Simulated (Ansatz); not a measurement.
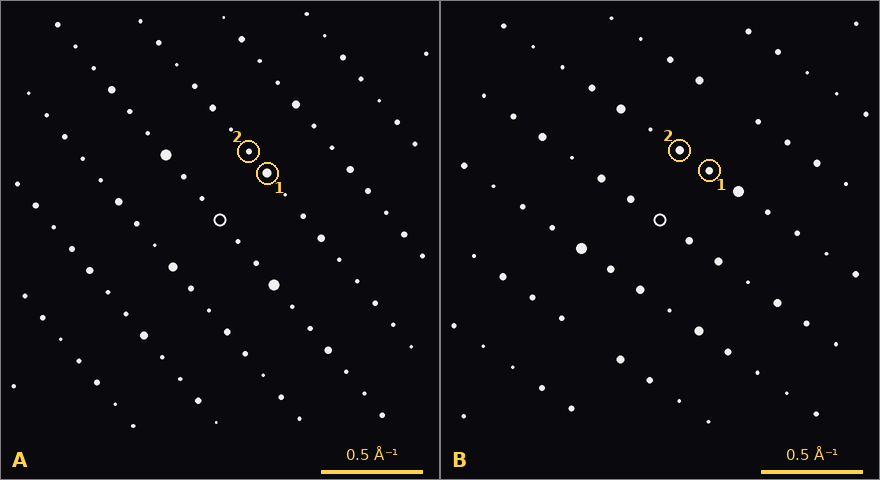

Kinematic electron diffraction patterns (300 kV, B = 0.5 Å², same scale) along [011] of the run's own cell, for the start and the end of one relaxation of CuH4Cl2F2 with DFT, PAW plane waves, r2scan (Ansatz 0.2.0). k mesh 4×4×6. The start is a generated model structure, and the relaxation ends in the nearest stationary point of its symmetry, not necessarily the ground state. Spot 1 is 0 -1 1 and spot 2 is 1 -1 1 in both.

Start structure:

```yaml
crystal:
  lattice:
    - [3.73314, 4.30895, 0.00000]
    - [3.73314, -4.30895, 0.00000]
    - [0.54745, 0.00000, -3.62844]
  atoms:
    - { symbol: Cu, position: [0.00000, 0.00000, 0.00000] }
    - { symbol: Cl, position: [0.23723, 0.23723, 0.44120] }
    - { symbol: Cl, position: [0.76277, 0.76277, 0.55880] }
    - { symbol: F, position: [0.23420, 0.76580, 0.00000] }
    - { symbol: F, position: [0.76580, 0.23420, 0.00000] }
    - { symbol: H, position: [0.40955, 0.80195, 0.97700] }
    - { symbol: H, position: [0.19805, 0.59045, 0.02300] }
    - { symbol: H, position: [0.59045, 0.19805, 0.02300] }
    - { symbol: H, position: [0.80195, 0.40955, 0.97700] }
```

> Which pattern belongs to the start structure, and which to the relaxed one?

B is the start: its cell gives d(1) = 2.900 Å, d(2) = 2.775 Å and an angle of 29.2°. A is the relaxed structure, with d(1) = 3.029 Å (+4.4 %), d(2) = 2.701 Å (-2.7 %) and 22.2°.

> Name reflections whose intensity changes strongly on relaxation.

1 -2 2 comes into sight; 3 0 0 goes from 0.24 to 100 % of the strongest spot; 1 1 -1 goes from 100 to 0.27 % of the strongest spot; 4 0 0 goes from 29 to 1.1 % of the strongest spot.

> Summarise the relaxation behind the change.

The volume changed by +40.8 % to 18.26 Å³ an atom; with the mean shift removed, the atoms moved by up to 1.19 Å relative to the cell (Cl most); the space group stayed C2/m (No. 12); the free energy fell by 410 meV an atom. Relaxed cell: a = 7.166 Å, b = 7.166 Å, c = 3.230 Å, α = 95.42°, β = 95.42°, γ = 89.18°.
